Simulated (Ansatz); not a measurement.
# Sn wire along [111], 14 atoms a period, H-terminated: bands by functional

What gap, if any, does the Sn wire along [111], 14 atoms a period, H-terminated have, and how does it change with the functional?

Program: Ansatz 0.2.0. Level of theory: DFT PBE, plane waves, PAW; relaxation of a wire's period; PAW set soft_1, in the first sound run; inputs show where later runs differ. Results are calculated unless marked as measured.

## Step 1: Starting point

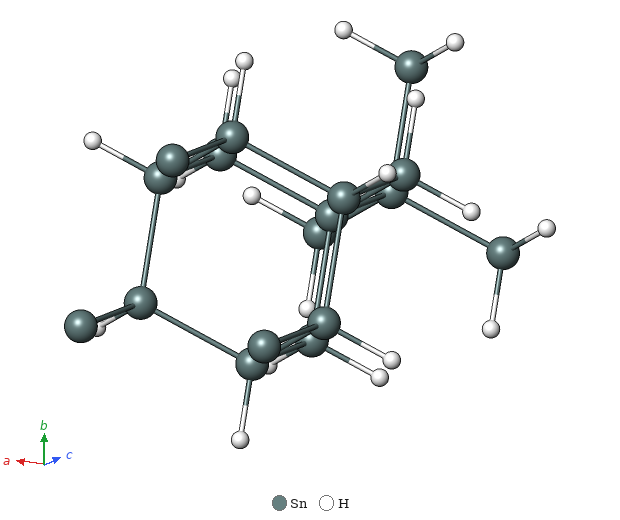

Start, viewed at a slant to the c axis; tin teal, hydrogen white. Some periodic images of atoms are drawn too.

The cell holds 32 atoms: 14 Sn and 18 H. Its edges and angles: a = 14.360 Å, b = 15.530 Å, c = 11.518 Å, α = 90.0°, β = 90.0°, γ = 90.0°. Vacuum lies along a and b. The structure's axis is c.

## Step 2: Relaxation of atoms and period

Band widths follow the bond lengths, so the wire is relaxed first. The atoms and the third cell vector are free; the box across stays fixed as vacuum. A Fermi-Dirac smearing is set since the result may be a metal. The pressure printed is a third of the stress's trace over the whole box, vacuum included; only the stress along the axis is relaxed.

Input file input.yaml:

```yaml
crystal:
  lattice:
    - [14.36, 0.0, 0.0]
    - [0.0, 15.53, 0.0]
    - [0.0, 0.0, 11.5181378703]
  atoms:
    - { symbol: Sn, position: [0.336272216, 0.412578325, 0.0] }
    - { symbol: Sn, position: [0.499999935, 0.674798331, 0.0] }
    - { symbol: Sn, position: [0.336272216, 0.412578325, 0.25] }
    - { symbol: Sn, position: [0.499999935, 0.674798331, 0.25] }
    - { symbol: Sn, position: [0.663727654, 0.412578325, 0.25] }
    - { symbol: H, position: [0.236768802, 0.64051194, 0.282688573] }
    - { symbol: H, position: [0.499999935, 0.218931101, 0.282688573] }
    - { symbol: H, position: [0.763231067, 0.64051194, 0.282688573] }
    - { symbol: H, position: [0.236768802, 0.359458047, 0.30064476] }
    - { symbol: H, position: [0.499999935, 0.781038887, 0.30064476] }
    - { symbol: H, position: [0.763231067, 0.359458047, 0.30064476] }
    - { symbol: Sn, position: [0.336272216, 0.587391663, 0.333333333] }
    - { symbol: Sn, position: [0.499999935, 0.325171656, 0.333333333] }
    - { symbol: Sn, position: [0.663727654, 0.587391663, 0.333333333] }
    - { symbol: Sn, position: [0.336272216, 0.587391663, 0.583333333] }
    - { symbol: Sn, position: [0.499999935, 0.325171656, 0.583333333] }
    - { symbol: Sn, position: [0.663727654, 0.587391663, 0.583333333] }
    - { symbol: H, position: [0.236768802, 0.534271385, 0.633978094] }
    - { symbol: H, position: [0.336272216, 0.693632218, 0.633978094] }
    - { symbol: H, position: [0.400496521, 0.272051379, 0.633978094] }
    - { symbol: H, position: [0.599503348, 0.272051379, 0.633978094] }
    - { symbol: H, position: [0.663727654, 0.693632218, 0.633978094] }
    - { symbol: H, position: [0.763231067, 0.534271385, 0.633978094] }
    - { symbol: Sn, position: [0.499999935, 0.499984994, 0.666666667] }
    - { symbol: Sn, position: [0.499999935, 0.499984994, 0.916666667] }
    - { symbol: H, position: [0.236768802, 0.465698603, 0.94935524] }
    - { symbol: H, position: [0.336272216, 0.30633777, 0.94935524] }
    - { symbol: H, position: [0.400496521, 0.727918609, 0.94935524] }
    - { symbol: H, position: [0.599503348, 0.727918609, 0.94935524] }
    - { symbol: H, position: [0.663727654, 0.30633777, 0.94935524] }
    - { symbol: H, position: [0.763231067, 0.465698603, 0.94935524] }
    - { symbol: Sn, position: [0.663727654, 0.412578325, 0.0] }
kpoints:
  mp_grid: { grid: [1, 1, 7] }
scf:
  occupations: { method: fermi_dirac, width: 0.05 }
hamiltonian:
  xc: pbe
  pseudopotentials: { kind: paw, azcp: { folder: soft_1 } }
relax:
  cell: { fix: [a, b, alpha, beta, gamma] }
  max_steps: 45
  f_tol: 0.03
```

Command:

```sh
$ ansatz run input.yaml --threads 4 --pin off --max-ram 16384MiB --backend cpu --events-out ev --progress --plain --runs-dir out
```

Numbers of over 12 decimals in the logs are rounded to 6 here.

What it wrote:

```text
Engine: ansatz 0.2.0, x86_64-unknown-linux-gnu
Pseudopotentials: kind: paw
Pseudopotential: Sn, paw, valence charge 14, recommended cutoff 420 eV (normal), soft_1/Sn.paw.azcp
Pseudopotential: H, paw, valence charge 1, recommended cutoff 420 eV (normal), soft_1/H.paw.azcp
Functional definition: PBE
  parameter kappa = 0.804
  parameter beta = 0.066725
  exchange = pbe_x(kappa = kappa, mu = beta*pi^2/3)
  correlation = pbe_c(beta = beta)
Crystal: 32 atoms, lattice volume = 2568.669 Å³
Basis set: ecut = 420 eV, 50243 PW (Γ), exchange–correlation on 192×216×160 points (8 copies of the dense FFT grid, shifted against one another)
Bands: 139, of which v1, the nominal top of the filled ones, is band 107 counted from 1 (106 counted from 0)
Symmetry: 4 space group operations
Space group: P2/m (ITA 10), of the structure as read, at distance tolerance 1.4e-4 Å
k-points: 4 of 7
Non-local potential: Sn, projectors of the file, l = 0: 2, l = 1: 2, l = 2: 2, l = 3: 1
Non-local potential: H, projectors of the file, l = 0: 2, l = 1: 1
PAW form: soft (Blöchl's): semilocal exchange-correlation on the pseudo side does not see the compensation charge
PAW one-centre angular grid: Sn, 590 points (default); XC on 64 Gauss nodes
PAW one-centre angular grid: H, 110 points (default); XC on 64 Gauss nodes
Initial density: superposition of atomic densities (neutral atoms: chi_scale 0, normalization atom)
Initial wavefunctions: pseudopotential atomic-orbital guess
Functional: x = pbe(κ = 0.804, μ = 0.219515), c = pbe(β = 0.066725)
SCF iter   1: F=—  HF=-84622.996282 eV  |F-HF|=—  |Δ(HF+E_count)|=         —  Δρ=2.50e-2  dr2=1.65e1  ethr=3.10e-3  ⟨swp⟩=7.8  Hψ=2710  notcnv=0  defer=17
preconditioner: auto → Resta (q_TF=auto, 1.803 Å⁻¹)  ε∞=1.6  [insulator: Δε(μ)=1.911 eV  Ē_g=8.183 eV  σ=0.050 eV  W_gap=1.00  n_scr=254 (ndim 8)  ℏωp=6.3 eV  f_vac=0.644  D(μ)=0.00/eV (n_scr^D=0)  ε∞_Penn≈1.6  vacuum switching on, ρ_ref=4.9e-3 e/Å³]
SCF iter   2: F=—  HF=-84618.725653 eV  |F-HF|=—  |Δ(HF+E_count)|=    4.27e0  Δρ=8.76e-3  dr2=2.67e0  ethr=3.10e-3  ⟨swp⟩=4.0  Hψ=819  notcnv=0  defer=103
SCF iter   3: F=—  HF=-84618.140336 eV  |F-HF|=—  |Δ(HF+E_count)|=   5.85e-1  Δρ=3.04e-3  dr2=5.63e-1  ethr=1.25e-3  ⟨swp⟩=3.8  Hψ=720  notcnv=0  defer=103
SCF iter   4: F=—  HF=-84618.028878 eV  |F-HF|=—  |Δ(HF+E_count)|=   1.11e-1  Δρ=8.53e-4  dr2=1.92e-2  ethr=2.63e-4  ⟨swp⟩=4.5  Hψ=1101  notcnv=0  defer=103
SCF iter   5: F=—  HF=-84618.032463 eV  |F-HF|=—  |Δ(HF+E_count)|=   3.59e-3  Δρ=2.76e-4  dr2=1.68e-3  ethr=8.99e-6  ⟨swp⟩=2.0  Hψ=551  notcnv=0  defer=103
SCF iter   6: F=—  HF=-84618.033661 eV  |F-HF|=—  |Δ(HF+E_count)|=   1.20e-3  Δρ=7.93e-5  dr2=5.61e-4  ethr=7.87e-7  ⟨swp⟩=2.0  Hψ=881  notcnv=0  defer=103
SCF iter   7: F=—  HF=-84618.033642 eV  |F-HF|=—  |Δ(HF+E_count)|=   1.91e-5  Δρ=2.36e-5  dr2=3.85e-5  ethr=2.62e-7  ⟨swp⟩=2.0  Hψ=861  notcnv=0  defer=103
SCF iter   8: F=—  HF=-84618.033820 eV  |F-HF|=—  |Δ(HF+E_count)|=   1.78e-4  Δρ=8.03e-6  dr2=1.97e-6  ethr=1.80e-8  ⟨swp⟩=2.0  Hψ=704  notcnv=0  defer=103
SCF iter   9: F=—  HF=-84618.033823 eV  |F-HF|=—  |Δ(HF+E_count)|=   3.58e-6  Δρ=2.36e-6  dr2=1.75e-7  ethr=9.22e-10  ⟨swp⟩=3.0  Hψ=999  notcnv=0  defer=103
SCF iter  10: F=-84618.033824 eV  HF=-84618.033824 eV  |F-HF|=2.01e-8  |Δ(HF+E_count)|=   4.59e-7  Δρ=6.97e-7  dr2=1.37e-8  ethr=4.67e-11  ⟨swp⟩=5.0  Hψ=1719  notcnv=0
SCF 1 converged in 10 iterations: F = -84618.033824 eV  dr2 = 1.37e-8
  greatest PAW one-centre occupation: 0.991 electrons in one spin orbital (limit 2), on the Sn atom at site 15 (counted from 0), in its partial waves of l = 2
relax step   1: F+E_penalty+E_count = -84618.03382382 eV  Δ(F+E_penalty+E_count) = +0.000e0 eV  max|allowed force component| = 2.141e-1 eV/Å  Δτ_max = 0.0000 Å  P = -0.380 GPa  Ω = 2568.669 Å³  fix = [a, b, alpha, beta, gamma]  reactions: a -0.419, b -0.421 GPa; alpha -0.000 GPa/rad  (10 SCF iters, dr2 threshold 1.00e-7 eV, accepted)
Crystal: 32 atoms, lattice volume = 2549.240 Å³
Basis set: ecut = 420 eV, 49791 PW (Γ), exchange–correlation on 192×216×160 points (8 copies of the dense FFT grid, shifted against one another)
Initial density: handed on by an earlier stage of this run
Initial wavefunctions: those handed on with the density
iter 1 solved again at ethr=3.84e-4 eV; its pass at ethr=3.10e-3 eV (dr2=8.22e-1 eV) is discarded
SCF iter   1: F=—  HF=-84617.748166 eV  |F-HF|=—  |Δ(HF+E_count)|=         —  Δρ=6.85e-3  dr2=8.19e-1  ethr=3.84e-4  ⟨swp⟩=5.5  Hψ=3104  notcnv=0
preconditioner: auto → Resta (q_TF=auto, 1.805 Å⁻¹)  ε∞=1.6  [insulator: Δε(μ)=2.576 eV  Ē_g=8.172 eV  σ=0.050 eV  W_gap=1.00  n_scr=254 (ndim 8)  ℏωp=6.3 eV  f_vac=0.706  D(μ)=0.00/eV (n_scr^D=0)  ε∞_Penn≈1.6  vacuum switching on, ρ_ref=4.8e-3 e/Å³]
SCF iter   2: F=—  HF=-84617.647955 eV  |F-HF|=—  |Δ(HF+E_count)|=   1.00e-1  Δρ=3.23e-3  dr2=1.63e-1  ethr=3.83e-4  ⟨swp⟩=4.0  Hψ=820  notcnv=0
SCF iter   3: F=—  HF=-84617.647866 eV  |F-HF|=—  |Δ(HF+E_count)|=   8.90e-5  Δρ=7.97e-4  dr2=3.86e-2  ethr=7.62e-5  ⟨swp⟩=4.5  Hψ=1160  notcnv=0  defer=25
SCF iter   4: F=—  HF=-84617.640500 eV  |F-HF|=—  |Δ(HF+E_count)|=   7.37e-3  Δρ=1.49e-4  dr2=9.23e-4  ethr=1.80e-5  ⟨swp⟩=3.0  Hψ=1083  notcnv=0  defer=31
SCF iter   5: F=—  HF=-84617.640742 eV  |F-HF|=—  |Δ(HF+E_count)|=   2.42e-4  Δρ=4.67e-5  dr2=6.02e-5  ethr=4.31e-7  ⟨swp⟩=2.0  Hψ=700  notcnv=0  defer=31
SCF iter   6: F=—  HF=-84617.640794 eV  |F-HF|=—  |Δ(HF+E_count)|=   5.20e-5  Δρ=1.22e-5  dr2=1.28e-5  ethr=2.81e-8  ⟨swp⟩=2.0  Hψ=629  notcnv=0  defer=31
SCF iter   7: F=-84617.640794 eV  HF=-84617.640794 eV  |F-HF|=2.66e-7  |Δ(HF+E_count)|=   1.93e-7  Δρ=4.68e-6  dr2=1.34e-6  ethr=1.34e-9  ⟨swp⟩=5.5  Hψ=1950  notcnv=0
SCF 2 converged in 7 iterations: F = -84617.640794 eV  dr2 = 1.34e-6
  greatest PAW one-centre occupation: 0.990 electrons in one spin orbital (limit 2), on the Sn atom at site 15 (counted from 0), in its partial waves of l = 2
relax step   2: F+E_penalty+E_count = -84617.64079390 eV  Δ(F+E_penalty+E_count) = +3.930e-1 eV  max|allowed force component| = 9.396e-1 eV/Å  Δτ_max = 0.1943 Å  P = +0.550 GPa  Ω = 2549.240 Å³  energy of the carried Pulay correction = +1.441e-3 eV  fix = [a, b, alpha, beta, gamma]  (7 SCF iters, dr2 threshold 2.87e-6 eV, rejected (line search))
Crystal: 32 atoms, lattice volume = 2565.278 Å³
Basis set: ecut = 420 eV, 50183 PW (Γ), exchange–correlation on 192×216×160 points (8 copies of the dense FFT grid, shifted against one another)
iter 1 solved again at ethr=1.98e-4 eV; its pass at ethr=3.10e-3 eV (dr2=4.24e-1 eV) is discarded
[...]
Initial wavefunctions: pseudopotential atomic-orbital guess (no wavefunctions were taken with the density)
iter 1 solved again at ethr=7.01e-7 eV; its pass at ethr=3.10e-3 eV (dr2=1.50e-3 eV) is discarded
SCF iter   1: F=—  HF=-84618.198643 eV  |F-HF|=—  |Δ(HF+E_count)|=         —  Δρ=1.03e-6  dr2=2.72e-8  ethr=7.01e-7  ⟨swp⟩=5.8  Hψ=4469  notcnv=0  defer=1
eigensolver tolerance schedule: the retry pair's looser diagonalisation over-reported the residual by 55095.01 of it (diagonalisation noise at an unbounded share of the residual, at the tolerance the schedule requests for it); recorded, not acted on — ethr = c·dr2/N_el stays at c = 1.0e-1
preconditioner: auto → Resta (q_TF=auto, 1.803 Å⁻¹)  ε∞=1.6  [insulator: Δε(μ)=2.266 eV  Ē_g=7.939 eV  σ=0.050 eV  W_gap=1.00  n_scr=254 (ndim 8)  ℏωp=6.3 eV  f_vac=0.694  D(μ)=0.00/eV (n_scr^D=0)  ε∞_Penn≈1.6  vacuum switching on, ρ_ref=4.6e-3 e/Å³]
SCF iter   2: F=—  HF=-84618.198824 eV  |F-HF|=—  |Δ(HF+E_count)|=   1.81e-4  Δρ=7.47e-7  dr2=2.36e-8  ethr=1.27e-11  ⟨swp⟩=4.8  Hψ=1853  notcnv=0  defer=1
SCF iter   3: F=—  HF=-84618.198824 eV  |F-HF|=—  |Δ(HF+E_count)|=   6.58e-9  Δρ=4.69e-7  dr2=4.94e-9  ethr=1.10e-11  ⟨swp⟩=3.0  Hψ=960  notcnv=0  defer=1
SCF iter   4: F=—  HF=-84618.198824 eV  |F-HF|=—  |Δ(HF+E_count)|=  2.04e-10  Δρ=2.72e-7  dr2=1.40e-9  ethr=2.31e-12  ⟨swp⟩=2.8  Hψ=961  notcnv=0  defer=1
SCF iter   5: F=-84618.198824 eV  HF=-84618.198824 eV  |F-HF|=1.46e-10  |Δ(HF+E_count)|=  7.28e-10  Δρ=3.36e-8  dr2=6.75e-11  ethr=1.00e-12  ⟨swp⟩=4.0  Hψ=2460  notcnv=0
SCF 6 converged in 5 iterations: F = -84618.198824 eV  dr2 = 6.75e-11
relax step   6: F+E_penalty+E_count = -84618.19882442 eV  Δ(F+E_penalty+E_count) = +1.088e-4 eV  max|allowed force component| = 3.119e-3 eV/Å  Δτ_max = 0.0000 Å  P = -0.003 GPa  Ω = 2567.230 Å³  fix = [a, b, alpha, beta, gamma]  reactions: a -0.002, b -0.005 GPa; alpha +0.000 GPa/rad  stress off target by 1.84e-3 GPa on what of the cell is left free  SCF on the basis re-selected at this cell (its energy is not comparable with the rows above)  (5 SCF iters)
basis re-selected at this cell: Δ(F+E_penalty+E_count) = +1.088e-4 eV, ΔP = +0.000 GPa vs the last step (what re-selecting the basis moved, of the pressure what is left beyond the Pulay correction that the steps carried, after the strain that the cell walked since its last selection, with what the two solves' SCF thresholds leave and, on support functions, any second-order correction that the steps lacked; it is no m [...]
SCF converged after 5 iterations
Free energy (F): -84618.198824 eV
Harris-Foulkes:  -84618.198824 eV  (|F-HF|=1.46e-10)
Internal energy: -84618.198824 eV  (E = F + TS)
E sigma→0 (E₀):  -84618.198824 eV
Fermi energy:    -1.917304 eV
--- Per-component energies (eV) ---
  E_band       = -3761.936166
  E_kinetic    = 2577.019086
  E_local      = -69370.052384  (includes V_loc(G=0)·N_el)
  E_nonlocal   = 2039.079599
  E_hartree    = 33432.684894
  E_xc         = -1902.588878
  E_vxc        = -1304.801133  (∫ρ·V_xc dr)
  E_paw        = -61198.024045  (= ΣΔE_a)
  E_vpaw       = -4568.537319  (= ΣTr[D̂ρ^β])
  E_aug_tail   = -0.011795  (compensation charges beyond the density's cutoff)
  E_ewald      = 9803.694698
  E_smearing   = -0.000000  (= −TS)
  E_closure    = -0.000000  (closes the sum)
  Σ components = -84618.198824   (vs F -84618.198824, Δ=0.00e0)
--- Forces (eV/Å), atoms counted from 1 ---
  atom   1  Sn    -0.00106504    -0.00053218    -0.00002582
  atom   2  Sn     0.00000000     0.00125087    -0.00002634
  atom   3  Sn     0.00076135     0.00034906    -0.00103270
  atom   4  Sn    -0.00000000    -0.00131216    -0.00081263
  atom   5  Sn    -0.00076135     0.00034906    -0.00103270
  atom   6  H      0.00158074    -0.00112570     0.00306658
  atom   7  H      0.00000000     0.00211791     0.00311933
  atom   8  H     -0.00158074    -0.00112570     0.00306658
  atom   9  H      0.00158074     0.00112570    -0.00306658
  atom  10  H     -0.00000000    -0.00211791    -0.00311933
  atom  11  H     -0.00158074     0.00112570    -0.00306658
  atom  12  Sn     0.00076135    -0.00034906     0.00103270
  atom  13  Sn     0.00000000     0.00131216     0.00081263
  atom  14  Sn    -0.00076135    -0.00034906     0.00103270
  atom  15  Sn    -0.00106504     0.00053218     0.00002582
  atom  16  Sn    -0.00000000    -0.00125087     0.00002634
  atom  17  Sn     0.00106504     0.00053218     0.00002582
  atom  18  H      0.00194139    -0.00039564    -0.00125455
  atom  19  H      0.00135896    -0.00138068    -0.00114006
  atom  20  H      0.00065111     0.00178889    -0.00106006
  atom  21  H     -0.00065111     0.00178889    -0.00106006
  atom  22  H     -0.00135896    -0.00138068    -0.00114006
  atom  23  H     -0.00194139    -0.00039564    -0.00125455
  atom  24  Sn     0.00000000     0.00009418    -0.00182048
  atom  25  Sn    -0.00000000    -0.00009418     0.00182048
  atom  26  H      0.00194139     0.00039564     0.00125455
  atom  27  H      0.00135896     0.00138068     0.00114006
  atom  28  H      0.00065111    -0.00178889     0.00106006
  atom  29  H     -0.00065111    -0.00178889     0.00106006
  atom  30  H     -0.00135896     0.00138068     0.00114006
  atom  31  H     -0.00194139     0.00039564     0.00125455
  atom  32  Sn     0.00106504    -0.00053218    -0.00002582
  max |Σ_I F_I| component: 2.03e-18 eV/Å
--- Stress (GPa, compression-positive) ---
       -0.001824      -0.000000       0.000000
       -0.000000      -0.004560      -0.000040
        0.000000      -0.000040      -0.001844
  P = ⅓ Tr σ = -0.0027 GPa (-0.027 kbar)
--- Relaxed structure (5 steps of the walk, 3 accepted, 1 SCFs on fresh bases) ---
  F+E_penalty+E_count = -84618.19882442 eV   max|allowed force component| = 3.119e-3 eV/Å   (the final SCF, on the basis selected at the relaxed cell)
  cell:  # Å, volume = 2567.2299 Å³
    - [14.36, 0, 0]
    - [0, 15.53, 0]
    - [0, 0, 11.511684]
  atoms:
    - { symbol: Sn, position: [0.340150, 0.414642, 0.00263939] }
    - { symbol: Sn, position: [0.5, 0.670686, 0.00261496] }
    - { symbol: Sn, position: [0.340064, 0.414582, 0.248725] }
    - { symbol: Sn, position: [0.5, 0.670823, 0.248699] }
    - { symbol: Sn, position: [0.659936, 0.414582, 0.248725] }
    - { symbol: H, position: [0.241179, 0.638136, 0.284237] }
    - { symbol: H, position: [0.5, 0.223591, 0.284236] }
    - { symbol: H, position: [0.758821, 0.638136, 0.284237] }
    - { symbol: H, position: [0.241179, 0.361834, 0.299096] }
    - { symbol: H, position: [0.5, 0.776379, 0.299097] }
    - { symbol: H, position: [0.758821, 0.361834, 0.299096] }
    - { symbol: Sn, position: [0.340064, 0.585388, 0.334609] }
    - { symbol: Sn, position: [0.5, 0.329147, 0.334634] }
    - { symbol: Sn, position: [0.659936, 0.585388, 0.334609] }
    - { symbol: Sn, position: [0.340150, 0.585328, 0.580694] }
    - { symbol: Sn, position: [0.5, 0.329284, 0.580718] }
    - { symbol: Sn, position: [0.659850, 0.585328, 0.580694] }
    - { symbol: H, position: [0.240545, 0.535193, 0.632046] }
    - { symbol: H, position: [0.337324, 0.690155, 0.632068] }
    - { symbol: H, position: [0.403232, 0.274611, 0.632089] }
    - { symbol: H, position: [0.596768, 0.274611, 0.632089] }
    - { symbol: H, position: [0.662676, 0.690155, 0.632068] }
    - { symbol: H, position: [0.759455, 0.535193, 0.632046] }
    - { symbol: Sn, position: [0.5, 0.499976, 0.667653] }
    - { symbol: Sn, position: [0.5, 0.499994, 0.915680] }
    - { symbol: H, position: [0.240545, 0.464777, 0.951288] }
    - { symbol: H, position: [0.337324, 0.309815, 0.951266] }
    - { symbol: H, position: [0.403232, 0.725359, 0.951245] }
    - { symbol: H, position: [0.596768, 0.725359, 0.951245] }
    - { symbol: H, position: [0.662676, 0.309815, 0.951266] }
    - { symbol: H, position: [0.759455, 0.464777, 0.951288] }
    - { symbol: Sn, position: [0.659850, 0.414642, 0.00263939] }
```

Elapsed: 95 s, on 4 threads of Intel Xeon Platinum 8488C (Sapphire Rapids), shared host; peak memory 5.9 GiB.

The steps of the relaxation:

```tsv
step	energy less that of the first step (eV)	largest force component (eV/Å)	pressure (GPa)	volume (Å³)
1	0.0000	0.2141	-0.38	2568.67
2	0.3930	0.9396	0.55	2549.24
3	-0.1600	0.0611	-0.04	2565.28
4	-0.1566	0.0831	0.02	2571.82
5	-0.1651	0.0031	0.00	2567.23
6*	-0.1650	0.0031	0.00	2567.23
```

Relaxation steps marked * repeat the geometry before them on a plane-wave basis chosen anew for their cell, so energy and pressure can jump there. Relaxation steps 2, 4 were tried and not accepted.

The run keeps the 4 symmetry operations that it works with, so distortions that break them were not tested.

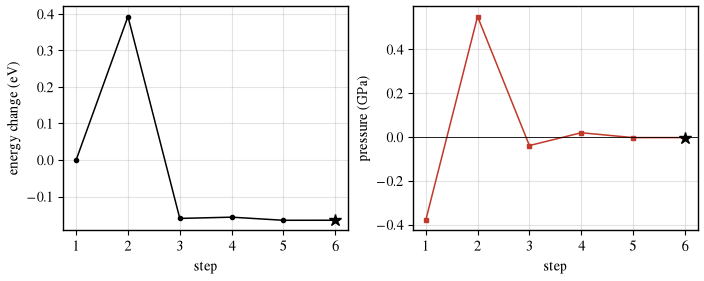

Energy and pressure along the relaxation. Stars mark steps on a basis chosen anew.

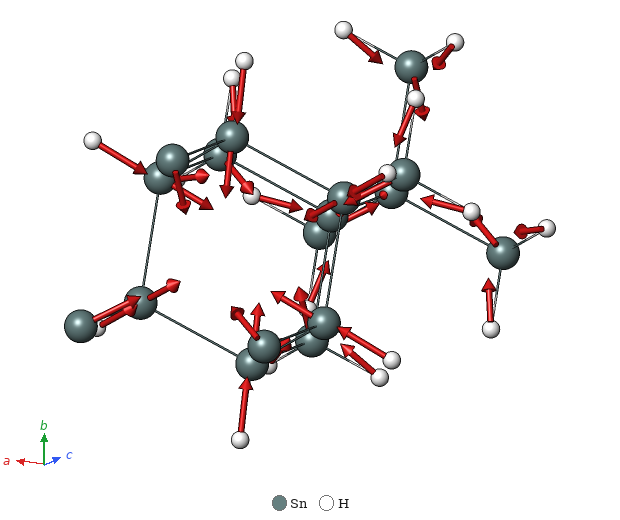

Displacements in the relaxation, exaggerated, measured against the changing cell; the longest in the cell stands for 0.08 Å. Some periodic images of atoms are drawn too.

```tsv
cell as run	before	after	change
c (Å)	11.518	11.512	-0.1 %
```

The atoms that moved most (Å, along periodic axes as changes of fractional coordinates times the final cell, across vacuum about the mean position):

```tsv
atom	dx	dy	dz	length
H9	0.063	0.037	-0.018	0.075
H6	0.063	-0.037	0.018	0.075
H11	-0.063	0.037	-0.018	0.075
H8	-0.063	-0.037	0.018	0.075
H10	0.000	-0.072	-0.018	0.075
H7	0.000	0.072	0.018	0.075
Sn32	-0.056	0.032	0.030	0.071
Sn17	-0.056	-0.032	-0.030	0.071
```

Numbers from this step:

```
cell length along the wire : 11.51 Å
```

The cell's length comes to 11.512 Å with spin left out.

(Part 1 of 2 ends here.)

[Logs are printed without paths, hosts, clocks, repeated set-up lines and the standing remarks that a program may print on its own settings, such as how far it seeks lower states.]

[Hosts, paths, dates, database ids (printed as entryN), source tags and the programs' standing remarks are cut or masked in the printed files.]
